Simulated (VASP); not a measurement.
# Arsenene and its bilayer, part 2 of 5

Aim: relax arsenene, place its levels against the vacuum, then find how two sheets stack and bind.

VASP 6.6.1, plane waves and PAW; the level of theory is named at each step.

So far. Step 2 (Relaxing the monolayer): The run ended after 5 ionic steps, 0.005 eV below its first step, once forces and stress met EDIFFG = -0.015. Step 3 (A second relaxation): The start already met the threshold, so nothing moved.

## Step 4: Vacuum level and density of states

Level of this step: PBE with D3(BJ); plane waves and PAW (As) (VASP).

A static run writes the electrostatic potential without exchange and correlation (LVHAR), which is flat in the vacuum and gives the level to count from. The dipole correction cancels the field that unlike faces would set up across the vacuum.

INCAR reads:

```
SYSTEM = As
PREC = Normal
ENCUT = 350
EDIFF = 1E-06
NELM = 120
ISMEAR = 0
SIGMA = 0.03
LREAL = .FALSE.
ALGO = Fast
GGA = PE
IVDW = 12
NBANDS = 11
LORBIT = 11
LWAVE = .FALSE.
LCHARG = .TRUE.
IDIPOL = 3
LDIPOL = .TRUE.
DIPOL = 0.5 0.5 0.5
LVHAR = .TRUE.
LVACPOTAV = .TRUE.
NEDOS = 1500
LELF = .TRUE.
```

POSCAR reads:

```
As
1.0
    3.5727533889      0.0000000000      0.0000000000
   -1.7863766944      3.0940951963      0.0000000000
    0.0000000000      0.0000000000     22.0000000000
As
2
Direct
    0.3333333333      0.6666666667      0.4680671379
    0.6666666667      0.3333333333      0.5319328621
```

KPOINTS reads:

```
Automatic mesh
0
Gamma
12 12 1
0 0 0
```

KPOINTS_OPT reads:

```
Line mode
14
Line-mode
Reciprocal
  0.00000000   0.00000000   0.00000000 GAMMA
  0.50000000   0.00000000   0.00000000 M

  0.50000000   0.00000000   0.00000000 M
  0.33333333   0.33333333   0.00000000 K

  0.33333333   0.33333333   0.00000000 K
  0.00000000   0.00000000   0.00000000 GAMMA
```

The projector-augmented-wave data sets are As (PBE family, release 64).

Started as:

```bash
$ mpirun -np 4 vasp_std
```

Log:

```text
[banner, memory and clock lines left out]
running    4 mpi-ranks, on    1 nodes
 distrk:  each k-point on    4 cores,    1 groups
 distr:  one band on    1 cores,    4 groups

 POSCAR found type information on POSCAR As
 POSCAR found :  1 types and       2 ions
 LDA part: xc-table for (Slater+PW92), standard interpolation
|                                                                             |
|           W    W    AA    RRRRR   N    N  II  N    N   GGGG   !!!           |
|           W    W   A  A   R    R  NN   N  II  NN   N  G    G  !!!           |
|           W    W  A    A  R    R  N N  N  II  N N  N  G       !!!           |
|           W WW W  AAAAAA  RRRRR   N  N N  II  N  N N  G  GGG   !            |
|           WW  WW  A    A  R   R   N   NN  II  N   NN  G    G                |
|           W    W  A    A  R    R  N    N  II  N    N   GGGG   !!!           |
|                                                                             |
|     The number of bands has been changed from the values supplied in        |
|     The orbitals not found in the WAVECAR file will be initialized with     |
|     random numbers, which is usually adequate. For correlated               |
|     calculations, however, you should redo the groundstate calculation.     |
|     I found NBANDS = 11. Now, NBANDS = 12.                                  |
|                                                                             |

 POSCAR, INCAR and KPOINTS ok, starting setup
 FFT: planning ... GRIDC
 FFT: planning ... GRID_SOFT
 FFT: planning ... GRID
 WAVECAR not read
 entering main loop
       N       E                     dE             d eps       ncg     rms          rms(c)
DAV:   1     0.518305260855E+02    0.51831E+02   -0.24825E+03   456   0.407E+02
DAV:   2    -0.440523614213E+01   -0.56236E+02   -0.50135E+02   704   0.829E+01
DAV:   3    -0.931888497654E+01   -0.49136E+01   -0.48941E+01   640   0.322E+01
DAV:   4    -0.939129611849E+01   -0.72411E-01   -0.72398E-01   588   0.453E+00
DAV:   5    -0.939210002759E+01   -0.80391E-03   -0.80391E-03   644   0.435E-01    0.332E+00
RMM:   6    -0.934851906183E+01    0.43581E-01   -0.16172E-02   550   0.658E-01    0.198E+00
RMM:   7    -0.932459966011E+01    0.23919E-01   -0.43154E-02   598   0.111E+00    0.124E-01
RMM:   8    -0.932464930264E+01   -0.49643E-04   -0.31250E-03   603   0.364E-01    0.321E-02
RMM:   9    -0.932458556204E+01    0.63741E-04   -0.61277E-04   631   0.149E-01    0.282E-02
RMM:  10    -0.932454197619E+01    0.43586E-04   -0.17348E-04   608   0.661E-02    0.365E-02
RMM:  11    -0.932458457757E+01   -0.42601E-04   -0.50155E-05   637   0.357E-02    0.130E-02
RMM:  12    -0.932480771571E+01   -0.22314E-03   -0.47383E-05   619   0.262E-02    0.297E-03
RMM:  13    -0.932485344249E+01   -0.45727E-04   -0.13012E-05   600   0.129E-02    0.239E-03
RMM:  14    -0.932492778260E+01   -0.74340E-04   -0.44049E-06   550   0.675E-03    0.722E-04
RMM:  15    -0.932494343752E+01   -0.15655E-04   -0.11586E-06   528   0.307E-03    0.116E-03
RMM:  16    -0.932495090100E+01   -0.74635E-05   -0.44256E-07   511   0.197E-03    0.132E-04
RMM:  17    -0.932495190091E+01   -0.99991E-06   -0.64065E-08   399   0.989E-04
|                                                                             |
|           W    W    AA    RRRRR   N    N  II  N    N   GGGG   !!!           |
|           W    W   A  A   R    R  NN   N  II  NN   N  G    G  !!!           |
|           W    W  A    A  R    R  N N  N  II  N N  N  G       !!!           |
|           W WW W  AAAAAA  RRRRR   N  N N  II  N  N N  G  GGG   !            |
|           WW  WW  A    A  R   R   N   NN  II  N   NN  G    G                |
|           W    W  A    A  R    R  N    N  II  N    N   GGGG   !!!           |
|                                                                             |
|     Did not find any points to average over, which means that no vacuum     |
|     field-free region was found. Please increase the size of  your cell     |
|     in the dimension of the dipole correction to obtain accurate            |
|     workfunction values.                                                    |
|                                                                             |

   1 F= -.97482221E+01 E0= -.97482221E+01  d E =-.813684E-12
 Start KPOINTS_OPT (optional k-point list driver)
k-point batch [1-19\42]
       N       E                     dE             ncg
DAV:   1    -0.571724036015E+03   -0.36806E+04      456
DAV:   2    -0.156113385050E+04   -0.98941E+03      768
DAV:   3    -0.164664280935E+04   -0.85509E+02      648
DAV:   4    -0.164768525483E+04   -0.10424E+01      532
DAV:   5    -0.164769883190E+04   -0.13577E-01      680
DAV:   6    -0.164769890073E+04   -0.68829E-04      572
DAV:   7    -0.164769890194E+04   -0.12139E-05      700
DAV:   8    -0.164769890195E+04   -0.55315E-08      432
[...]
k-point batch [39-42\42]
       N       E                     dE             ncg
DAV:   1     0.336637843104E+04   -0.19236E+03       96
DAV:   2     0.321881751260E+04   -0.14756E+03      156
DAV:   3     0.320370931124E+04   -0.15108E+02      148
DAV:   4     0.320353859645E+04   -0.17071E+00      112
DAV:   5     0.320353567623E+04   -0.29202E-02      124
DAV:   6     0.320353565119E+04   -0.25043E-04      116
DAV:   7     0.320353565087E+04   -0.31909E-06      132
```

Wall time 6.6 s (4 MPI ranks of Intel Xeon 6975P-C (Granite Rapids), shared host); peak memory 0.58 GiB.

From OUTCAR (step 4):

```text
The static configuration has the point symmetry D_3d.

 Found     19 irreducible k-points:

   k-points           NKPTS =     19   k-points in BZ     NKDIM =     19   number of bands    NBANDS=     12

   NELECT =      10.0000    total number of electrons

 E-fermi :  -3.3825

 k-point     1 :       0.0000    0.0000    0.0000
  band No.  band energies     occupation
      1     -17.1902      2.00000
      2     -10.8381      2.00000
      3      -4.2480      2.00000
      4      -3.5150      2.00000
      5      -3.5150      2.00000
      6      -1.5007      0.00000
      7      -0.0251      0.00000
      8      -0.0251      0.00000
      9       1.2210      0.00000
     10       1.4427      0.00000
    ...

 k-point     2 :       0.0833    0.0000    0.0000
  band No.  band energies     occupation
      1     -17.0957      2.00000
      2     -10.8190      2.00000
      3      -4.4310      2.00000
      4      -4.1990      2.00000
      5      -3.7294      2.00000
      6      -0.8996      0.00000
      7      -0.1275      0.00000
      8       0.1890      0.00000
      9       1.3624      0.00000
     10       1.5556      0.00000
    ...

 Edisp (eV)   -0.42327

  Total       0.00272     0.00272    -0.00914     0.00000    -0.00000     0.00000
  in kB       0.01795     0.01795    -0.06018     0.00000    -0.00000     0.00000
  external pressure =       -0.01 kB  Pullay stress =        0.00 kB

 POSITION                                       TOTAL-FORCE (eV/Angst)
 -----------------------------------------------------------------------------------
     -0.00000      2.06273     10.29748        -0.000000      0.000000      0.000711
      1.78638      1.03137     11.70252         0.000000     -0.000000     -0.000711
 -----------------------------------------------------------------------------------
    total drift:                               -0.000000      0.000000      0.000000

  FREE ENERGIE OF THE ION-ELECTRON SYSTEM (eV)
  ---------------------------------------------------
  free  energy   TOTEN  =        -9.7482221317 eV

  energy  without entropy=       -9.7482221317  energy(sigma->0) =       -9.74822213

 vacuum level on the upper side and lower side of the slab         1.736         1.736

[... 9 parts as in an earlier step ...]

[... 5 further parts left out ...]
```

This step gave:

| Property | Result |
| --- | --- |
| Fermi energy | -3.382 eV |
| least gap on mesh and path | 1.508 eV |
| least direct gap on mesh and path | 2.014 eV |
| vacuum levels | 1.736, 1.736 eV |
| ionisation potentials of the upper and lower face | 5.251, 5.251 eV |
| electron affinities of the upper and lower face | 3.743, 3.743 eV |

Electronic bands along the path, in eV, zero at the valence-band top; v1 is the highest filled band, c1 the lowest empty one:

```
point      v4     v3     v2     v1    c1    c2    c3    c4
    Γ   -7.32  -0.73   0.00   0.00  2.01  3.49  3.49  4.74
    M   -9.22  -3.55  -1.93  -1.71  1.92  3.00  4.46  6.15
    K  -10.04  -4.51  -2.11  -2.11  1.84  4.48  4.48  8.00
    Γ   -7.32  -0.73   0.00   0.00  2.01  3.49  3.49  4.74
```

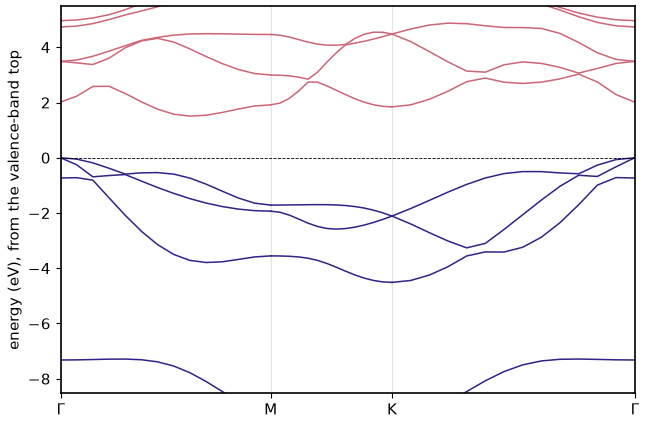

Electronic bands along the path; lines of filled and empty bands in two colours.

Zero at the Fermi level. The planar average of the electrostatic potential by height:

```
height (Å)  planar average of the electrostatic potential (eV)
         0                                                5.12
         2                                                5.12
         4                                                5.12
         6                                                5.12
         8                                                5.04
        10                                               -6.97
        12                                               -6.97
        14                                                5.04
        16                                                5.12
        18                                                5.12
        20                                                5.12
```

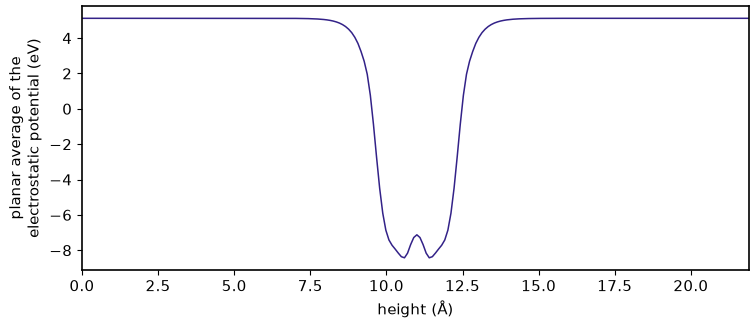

Planar average of the electrostatic potential, plotted against height.

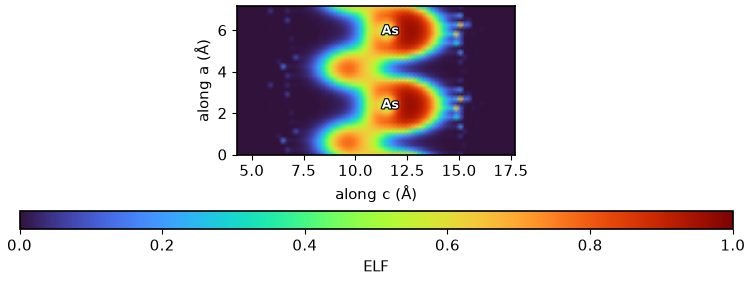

ELF in the ca plane at fractional y = 0.333, with atoms of As within 0.2 Å of it. It is the smooth field of the valence electrons, not physical close to the nuclei. The far vacuum is left out of the map.

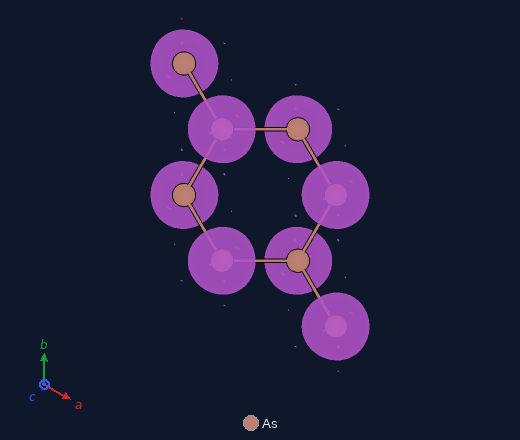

Surface of ELF = 0.85. 2×2×1 cells are drawn.

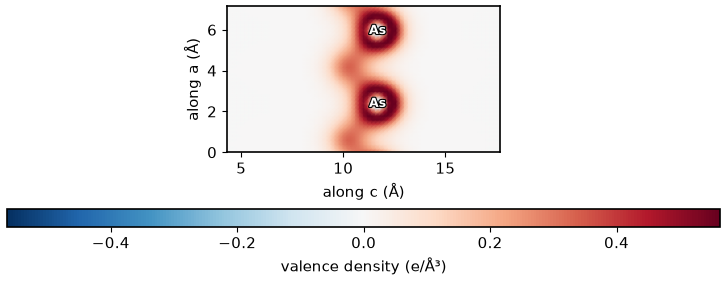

Valence density in the ca plane at fractional y = 0.333, with atoms of As within 0.2 Å of it. It is the smooth field of the valence electrons, not physical close to the nuclei. The far vacuum is left out of the map.

The vacuum level lies 5.25 eV above the highest filled level at the upper face; both faces agree, as the slab has next to no dipole.

The program found no field-free point at its default tolerance, but its printed level agrees with the flat part of the planar average.

## Step 5: The slab in a field, field -0.1

A field across the slab, with the atoms held, gives the electronic response: the dipole changes linearly with the field, and the energy has a linear term from the slab's own dipole and a quadratic one from its polarisability.

INCAR reads:

```
SYSTEM = As
PREC = Normal
ENCUT = 350
EDIFF = 1E-06
NELM = 120
ISMEAR = 0
SIGMA = 0.03
LREAL = .FALSE.
ALGO = Fast
GGA = PE
IVDW = 12
NBANDS = 11
LORBIT = 11
LWAVE = .FALSE.
LCHARG = .FALSE.
KPAR = 4
IDIPOL = 3
LDIPOL = .TRUE.
DIPOL = 0.5 0.5 0.5
EFIELD = -0.1
```

POSCAR is that of step 4.

KPOINTS is that of step 4.

Started as:

```bash
$ mpirun -np 4 vasp_std
```

Log:

```text
[... set-up lines as in an earlier step ...]
 entering main loop
       N       E                     dE             d eps       ncg     rms          rms(c)
DAV:   1     0.523709657005E+02    0.52371E+02   -0.23982E+03   418   0.432E+02
DAV:   2    -0.470015081731E+01   -0.57071E+02   -0.50855E+02   661   0.870E+01
DAV:   3    -0.933764882565E+01   -0.46375E+01   -0.46261E+01   571   0.340E+01
DAV:   4    -0.939905073384E+01   -0.61402E-01   -0.61389E-01   543   0.457E+00
DAV:   5    -0.939975744681E+01   -0.70671E-03   -0.70671E-03   588   0.428E-01    0.333E+00
RMM:   6    -0.935040099417E+01    0.49356E-01   -0.24554E-02   486   0.781E-01    0.198E+00
RMM:   7    -0.932707891270E+01    0.23322E-01   -0.41642E-02   528   0.116E+00    0.199E-01
RMM:   8    -0.932604724418E+01    0.10317E-02   -0.44428E-03   567   0.441E-01    0.967E-02
RMM:   9    -0.932583106425E+01    0.21618E-03   -0.12907E-03   541   0.221E-01    0.374E-02
RMM:  10    -0.932578987228E+01    0.41192E-04   -0.26103E-04   582   0.981E-02    0.227E-02
RMM:  11    -0.932583398597E+01   -0.44114E-04   -0.14651E-04   533   0.561E-02    0.298E-02
RMM:  12    -0.932586866887E+01   -0.34683E-04   -0.36911E-05   573   0.290E-02    0.178E-02
RMM:  13    -0.932606917138E+01   -0.20050E-03   -0.33062E-05   553   0.269E-02    0.552E-03
RMM:  14    -0.932608729745E+01   -0.18126E-04   -0.65041E-06   507   0.103E-02    0.277E-03
RMM:  15    -0.932615761098E+01   -0.70314E-04   -0.47949E-06   503   0.856E-03    0.195E-03
RMM:  16    -0.932615969306E+01   -0.20821E-05   -0.71980E-07   470   0.330E-03    0.192E-03
RMM:  17    -0.932617885009E+01   -0.19157E-04   -0.10394E-06   474   0.354E-03    0.580E-04
RMM:  18    -0.932617951678E+01   -0.66669E-06   -0.14920E-07   364   0.125E-03
   1 F= -.97494497E+01 E0= -.97494497E+01  d E =-.131994E-17
```

Elapsed: 5.8 s, on 4 MPI ranks; peak memory 0.69 GiB; 20 s of CPU time.

OUTCAR, selected parts (step 5):

```text
   NELECT =      10.0000    total number of electrons

 dipolmoment           0.000000      0.000000     -0.024506 electrons x Angstroem

 E-fermi :  -3.3439

 k-point     1 :       0.0000    0.0000    0.0000
  band No.  band energies     occupation
      1     -17.1910      2.00000
      2     -10.8389      2.00000
      3      -4.2490      2.00000
      4      -3.5158      2.00000
      5      -3.5158      2.00000
      6      -1.5018      0.00000
      7      -0.0260      0.00000
      8      -0.0260      0.00000
      9       1.0248      0.00000
     10       1.5272      0.00000
    ...

 Edisp (eV)   -0.42327

  Total       0.00370     0.00370    -0.01079     0.00000    -0.00000    -0.00000
  in kB       0.02437     0.02437    -0.07110     0.00000    -0.00000    -0.00000
  external pressure =       -0.01 kB  Pullay stress =        0.00 kB

 POSITION                                       TOTAL-FORCE (eV/Angst)
 -----------------------------------------------------------------------------------
     -0.00000      2.06273     10.29748         0.000000      0.000000      0.000481
      1.78638      1.03137     11.70252        -0.000000     -0.000000     -0.000481
 -----------------------------------------------------------------------------------
    total drift:                                0.000000     -0.000000      0.000001

  FREE ENERGIE OF THE ION-ELECTRON SYSTEM (eV)
  ---------------------------------------------------
  free  energy   TOTEN  =        -9.7494497476 eV

  energy  without entropy=       -9.7494497476  energy(sigma->0) =       -9.74944975

 vacuum level on the upper side and lower side of the slab         2.565         0.857

[... 8 parts as in an earlier step ...]

[... 9 further parts left out ...]
```

This step gave:

- electronic cycles: 18
- free energy (TOTEN): -9.749 eV
- Fermi energy: -3.344 eV
- dipole moment: 0, 0, -0.02451 e·Å

VASP counts the dipole in electrons times Å, so a positive number points the physical dipole along −c. A positive EFIELD is likewise a physical field along −c.

Energy at zero smearing: -9.74945 eV.

## Step 6: The slab in a field, field 0.1

Edit INCAR of step 5 so:

```diff
@@ -19,2 +19,2 @@
 DIPOL = 0.5 0.5 0.5
-EFIELD = -0.1
+EFIELD = 0.1
```

POSCAR is that of step 5.

KPOINTS is that of step 5.

Started as:

```bash
$ mpirun -np 4 vasp_std
```

Log:

```text
[... set-up lines as in an earlier step ...]
 entering main loop
       N       E                     dE             d eps       ncg     rms          rms(c)
DAV:   1     0.523689873314E+02    0.52369E+02   -0.23985E+03   418   0.432E+02
DAV:   2    -0.436600272881E+01   -0.56735E+02   -0.50842E+02   655   0.868E+01
DAV:   3    -0.933268355105E+01   -0.49667E+01   -0.49558E+01   568   0.350E+01
DAV:   4    -0.939920272157E+01   -0.66519E-01   -0.66488E-01   587   0.465E+00
[...]
RMM:  16    -0.932615978460E+01   -0.22756E-05   -0.69443E-07   470   0.327E-03    0.190E-03
RMM:  17    -0.932617881710E+01   -0.19032E-04   -0.10125E-06   472   0.346E-03    0.564E-04
RMM:  18    -0.932617953283E+01   -0.71573E-06   -0.14595E-07   365   0.123E-03
   1 F= -.97494498E+01 E0= -.97494498E+01  d E =-.132210E-17
```

Wall time 5.8 s (4 MPI ranks); peak memory 0.71 GiB; 20 s of CPU time.

OUTCAR, selected parts (step 6):

```text
 Edisp (eV)   -0.42327

  Total       0.00371     0.00371    -0.01078     0.00000     0.00000     0.00000
  in kB       0.02444     0.02444    -0.07105     0.00000     0.00000     0.00000
  external pressure =       -0.01 kB  Pullay stress =        0.00 kB

 POSITION                                       TOTAL-FORCE (eV/Angst)
 -----------------------------------------------------------------------------------
     -0.00000      2.06273     10.29748        -0.000000      0.000000      0.000479
      1.78638      1.03137     11.70252         0.000000     -0.000000     -0.000479
 -----------------------------------------------------------------------------------
    total drift:                               -0.000000      0.000000     -0.000018

  FREE ENERGIE OF THE ION-ELECTRON SYSTEM (eV)
  ---------------------------------------------------
  free  energy   TOTEN  =        -9.7494497636 eV

  energy  without entropy=       -9.7494497636  energy(sigma->0) =       -9.74944976

[... 2 parts as in an earlier step ...]

[... 1 further part left out ...]
[key lines of the parts left out:]
E-fermi :  -3.3439
```

Numbers from this step:

- dipole moment: 0, 0, 0.02451 e·Å

Energy at zero smearing: -9.74945 eV.

(Part 2 of 5 ends here.)

[Lines on the potential files, build, host, timing and source positions are cut from VASP's logs without a mark.]

[Logs are printed without paths, hosts, clocks, repeated set-up lines and the standing remarks that a program may print on its own settings, such as how far it seeks lower states.]

[Hosts, paths, dates, database ids (printed as entryN), source tags and the programs' standing remarks are cut or masked in the printed files.]

[Runs that stopped without an error message from VASP are left out.]
